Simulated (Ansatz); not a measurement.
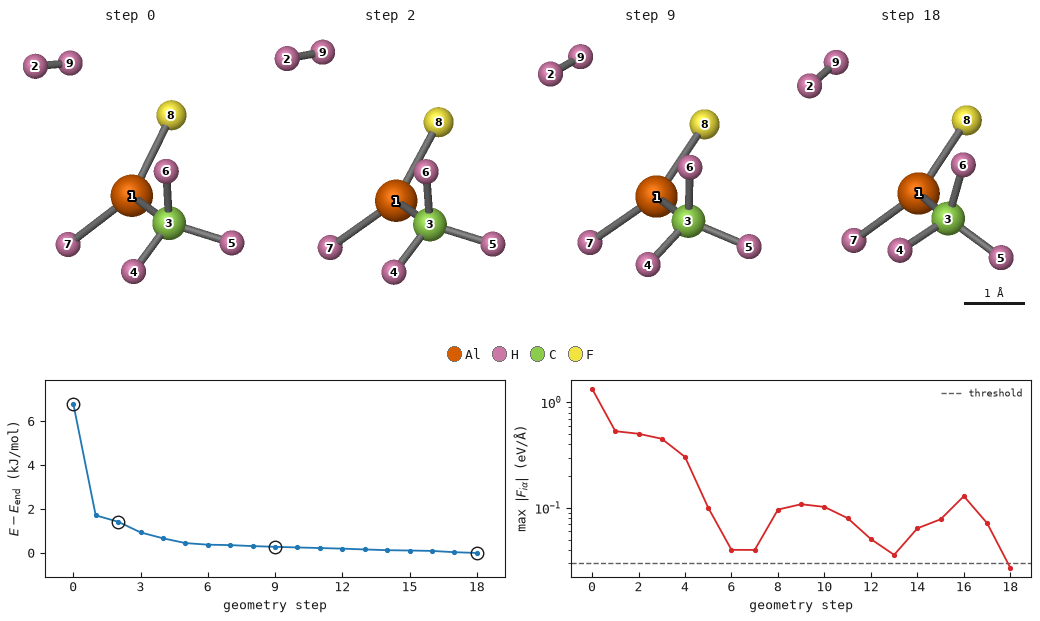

Frames of a relaxation of CH6AlF, marked on the history of the run. A ball-and-stick model, seen from a free direction.

The run prepares an end point of a later path (reaction) calculation, from a guessed geometry.

All numbers below come from RKS r2SCAN/6-31G* in Ansatz.

Input
```yaml
crystal:
  periodic: [false, false, false]
  atoms:
    - { symbol: Al, position_ang: [-0.064325, 0.521079, -0.437416] }
    - { symbol: H, position_ang: [0.210659, 0.141359, 2.283519] }
    - { symbol: C, position_ang: [1.719103, 0.019748, -1.031175] }
    - { symbol: H, position_ang: [1.758929, -1.022068, -1.372696] }
    - { symbol: H, position_ang: [2.070447, 0.647625, -1.861231] }
    - { symbol: H, position_ang: [2.458052, 0.137113, -0.224715] }
    - { symbol: H, position_ang: [-1.387816, -0.338148, -0.628242] }
    - { symbol: F, position_ang: [-0.271591, 2.014794, 0.302188] }
    - { symbol: H, position_ang: [0.079241, 0.776598, 1.995969] }
basis:
  gaussian: { orbitals: "6-31G*" }
hamiltonian:
  xc: r2scan
relax:
  f_tol: 0.03
  max_steps: 50
```

Run as
```bash
ansatz run input.yaml --threads 1 --pin off --max-ram 2048MiB --backend cpu --events-out ev --progress --plain --runs-dir out
```

Question: What happens along the run?

Answer: The atom that moves furthest after the best rigid fit is H4 (0.42 Å). Largest moves by element: H 0.42 Å, F 0.29 Å, Al 0.14 Å, C 0.08 Å. Among the contacts that change: H2–H9 0.710 → 0.744 Å, Al1–F8 1.680 → 1.664 Å. After 18 geometry steps the energy has fallen by 6.80 kJ/mol. Largest force component: 1.3 eV/Å at the start, 0.027 eV/Å at the end. Cost: 76 s on 1 thread of Arm Neoverse V1, on a shared host, peak memory 0.14 GiB. From step 0 to 2: H9 moves most (0.22 Å), energy −5.38 kJ/mol. From step 2 to 9: H2 moves most (0.27 Å), energy −1.14 kJ/mol. From step 9 to 18: H4 moves most (0.28 Å), energy −0.28 kJ/mol.
